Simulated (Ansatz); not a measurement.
# C2H6SSi: rigid scan of one bond length in Python

How does the energy of C2H6SSi change as one bond is stretched? A script is to give a rigid scan of one bond length; the system is C2H6SSi. SMILES: CC([SiH3])=S.

Program: Ansatz 0.2.0 through its Python package. Level of theory: PBE0/cc-pVDZ. These are calculated values, not measurements.

### Step 1. Starting point

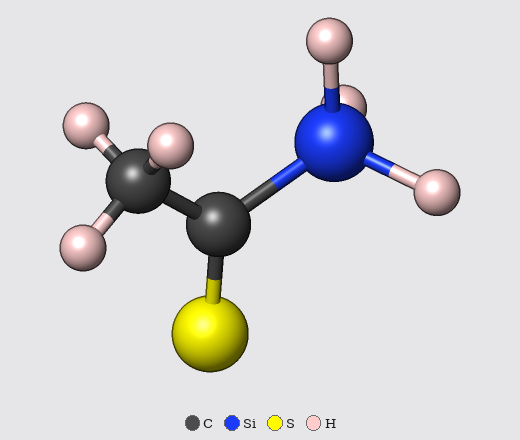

The structure that the script starts from, seen from a chosen angle (carbon dark grey, silicon blue, sulfur yellow, hydrogen pink).

No structure file is read: the coordinates are typed or built in the script.

### Step 2. Script

File scan_c2h6ssi.py:

```python
# -*- coding: utf-8 -*-
"""Stretching a bond of C2H6SSi, the rest held rigid."""

import ansatz as az
import numpy as np

BASIS_SET = "cc-pVDZ"
FUNCTIONAL = "pbe0"


def main():
    mol = (
        az.Crystal.molecule()
        .atom("C", [-0.2204, 1.2244, -0.6778])
        .atom("C", [-0.6954, -0.0254, -0.0505])
        .atom("Si", [0.5795, -1.1591, 0.6533])
        .atom("S", [-2.2134, -0.5067, -0.0041])
        .atom("H", [0.148, 1.0574, -1.6997])
        .atom("H", [-1.1098, 1.9771, -0.8015])
        .atom("H", [0.5253, 1.7646, -0.0805])
        .atom("H", [0.6808, -2.4637, -0.0247])
        .atom("H", [0.4246, -1.3633, 2.1681])
        .atom("H", [1.964, -0.5566, 0.5202])
    )

    symbols = [site.symbol for site in mol.cartesian_sites]
    start = np.array([site.position_ang for site in mol.cartesian_sites])
    axis = (start[2] - start[1]) / np.linalg.norm(start[2] - start[1])
    moving = [2, 7, 8, 9]
    lengths, energies = [1.624, 1.698, 1.772, 1.846, 1.919, 1.993, 2.067, 2.178], []
    for length in lengths:
        xyz = start.copy()
        xyz[moving] += (length - np.linalg.norm(start[2] - start[1])) * axis
        point = az.Crystal.molecule()
        for symbol, place in zip(symbols, xyz):
            point = point.atom(symbol, place.tolist())
        calculation = (
            point.calculation()
            .basis(gaussian=BASIS_SET)  # the orbital basis, by name
            .functional(FUNCTIONAL)
        )
        data = calculation.run(threads=1).report
        energies.append(data["free_energy_ev"])
        print(f"r = {length:6.3f} A  E = {energies[-1]:.5f} eV  <S^2> = {abs(data['mean_field']['state']['spin_squared']):.3f}")

    # quartic fit about the minimum
    fit = np.polynomial.Polynomial.fit(lengths, np.array(energies) - min(energies), 4).convert()
    roots = [r.real for r in fit.deriv().roots() if abs(r.imag) < 1e-9 and fit.deriv(2)(r.real) > 0]
    r_e = min(roots, key=lambda r: abs(r - lengths[int(np.argmin(energies))]))
    print(f"minimum of the fit at {r_e:.4f} A, force constant {fit.deriv(2)(r_e):.2f} eV/A^2")


if __name__ == "__main__":
    main()
```

### Step 3. What the engine is handed

The engine receives this input (first run):

```yaml
crystal:
  periodic: [false, false, false]
  atoms:
    - { symbol: C, position_ang: [-0.2204, 1.2244, -0.6778] }
    - { symbol: C, position_ang: [-0.6954, -0.0254, -0.0505] }
    - { symbol: Si, position_ang: [0.4264662690849854, -1.023015333956897, 0.5688187545548771] }
    - { symbol: S, position_ang: [-2.2134, -0.5067, -0.0041] }
    - { symbol: H, position_ang: [0.148, 1.0574, -1.6997] }
    - { symbol: H, position_ang: [-1.1098, 1.9771, -0.8015] }
    - { symbol: H, position_ang: [0.5253, 1.7646, -0.0805] }
    - { symbol: H, position_ang: [0.5277662690849854, -2.3276153339568966, -0.10918124544512296] }
    - { symbol: H, position_ang: [0.2715662690849854, -1.227215333956897, 2.0836187545548768] }
    - { symbol: H, position_ang: [1.8109662690849855, -0.420515333956897, 0.435718754554877] }
basis:
  gaussian:
    orbitals: cc-pVDZ
hamiltonian:
  xc: pbe0
```

### Step 4. The run

Launch:

```
python scan_c2h6ssi.py
```

Output:

```text
r =  1.624 A  E = -20872.91232 eV  <S^2> = 0.000
r =  1.698 A  E = -20873.47433 eV  <S^2> = 0.000
r =  1.772 A  E = -20873.80781 eV  <S^2> = 0.000
r =  1.846 A  E = -20873.97342 eV  <S^2> = 0.000
r =  1.919 A  E = -20874.01691 eV  <S^2> = 0.000
r =  1.993 A  E = -20873.97365 eV  <S^2> = 0.000
r =  2.067 A  E = -20873.86832 eV  <S^2> = 0.000
r =  2.178 A  E = -20873.63535 eV  <S^2> = 0.000
minimum of the fit at 1.9146 A, force constant 16.12 eV/A^2
```

Wall time 29 s (1 thread of Arm Neoverse V1, shared host); peak memory 0.25 GiB.

### Step 5. What changed from run to run

The engine's inputs for some of the other runs:

Run 2, against run 1:

```diff
@@ -6 +6 @@
-    - { symbol: Si, position_ang: [0.4264662690849854, -1.023015333956897, 0.5688187545548771] }
+    - { symbol: Si, position_ang: [0.47758579119846367, -1.0684731755288246, 0.5970389441097175] }
@@ -11,3 +11,3 @@
-    - { symbol: H, position_ang: [0.5277662690849854, -2.3276153339568966, -0.10918124544512296] }
-    - { symbol: H, position_ang: [0.2715662690849854, -1.227215333956897, 2.0836187545548768] }
-    - { symbol: H, position_ang: [1.8109662690849855, -0.420515333956897, 0.435718754554877] }
+    - { symbol: H, position_ang: [0.5788857911984636, -2.373073175528824, -0.08096105589028257] }
+    - { symbol: H, position_ang: [0.32268579119846363, -1.2726731755288245, 2.111838944109717] }
+    - { symbol: H, position_ang: [1.8620857911984636, -0.46597317552882445, 0.4639389441097174] }
```

Run 4, against run 1:

```diff
@@ -6 +6 @@
-    - { symbol: Si, position_ang: [0.4264662690849854, -1.023015333956897, 0.5688187545548771] }
+    - { symbol: Si, position_ang: [0.5798248354254206, -1.1593888586726797, 0.6534793232193984] }
@@ -11,3 +11,3 @@
-    - { symbol: H, position_ang: [0.5277662690849854, -2.3276153339568966, -0.10918124544512296] }
-    - { symbol: H, position_ang: [0.2715662690849854, -1.227215333956897, 2.0836187545548768] }
-    - { symbol: H, position_ang: [1.8109662690849855, -0.420515333956897, 0.435718754554877] }
+    - { symbol: H, position_ang: [0.6811248354254206, -2.4639888586726792, -0.024520676780601606] }
+    - { symbol: H, position_ang: [0.4249248354254206, -1.3635888586726796, 2.1682793232193984] }
+    - { symbol: H, position_ang: [1.9643248354254206, -0.5568888586726797, 0.5203793232193984] }
```

Run 6, against run 1:

```diff
@@ -6 +6 @@
-    - { symbol: Si, position_ang: [0.4264662690849854, -1.023015333956897, 0.5688187545548771] }
+    - { symbol: Si, position_ang: [0.6813730752994926, -1.2496902466601574, 0.709538348416176] }
@@ -11,3 +11,3 @@
-    - { symbol: H, position_ang: [0.5277662690849854, -2.3276153339568966, -0.10918124544512296] }
-    - { symbol: H, position_ang: [0.2715662690849854, -1.227215333956897, 2.0836187545548768] }
-    - { symbol: H, position_ang: [1.8109662690849855, -0.420515333956897, 0.435718754554877] }
+    - { symbol: H, position_ang: [0.7826730752994926, -2.554290246660157, 0.03153834841617606] }
+    - { symbol: H, position_ang: [0.5264730752994926, -1.4538902466601573, 2.224338348416176] }
+    - { symbol: H, position_ang: [2.0658730752994927, -0.6471902466601573, 0.576438348416176] }
```

### Step 6. Run by run

From the records of these 8 runs:

```
run  distance (Å)  energy from run 5 (eV)  SCF cycles  CPU time (s)
  1          1.62                  1.1046          17           3.4
  2          1.70                  0.5426          17           3.3
  3          1.77                  0.2091          17           3.6
  4          1.85                  0.0435          17           3.6
  5          1.92                  0.0000          17           3.4
  6          1.99                  0.0433          17           3.5
  7          2.07                  0.1486          17           3.6
  8          2.18                  0.3816          17           3.6
```

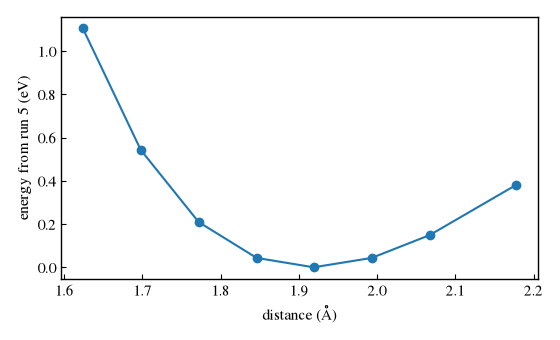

Energy against distance; lines join the points.

### Step 7. Results

| quantity | value |
| --- | --- |
| bond length at the fit's minimum | 1.9146 Å |
| runs compared | 8 |
| range of energy | 1.105 eV |
| lowest point, distance (Å) | 1.92 |

What this shows: The lowest point, at 1.92, lies inside the range. The ends stand 1.1 and 0.382 eV above it. The distance scanned is the script's pair 1, 2. Caveats:
- The rest of the molecule is held rigid at a force-field or estimated start geometry, and the basis set is modest; single-reference methods fail as a bond breaks.
- The orbitals are restricted, so S² is zero by construction.
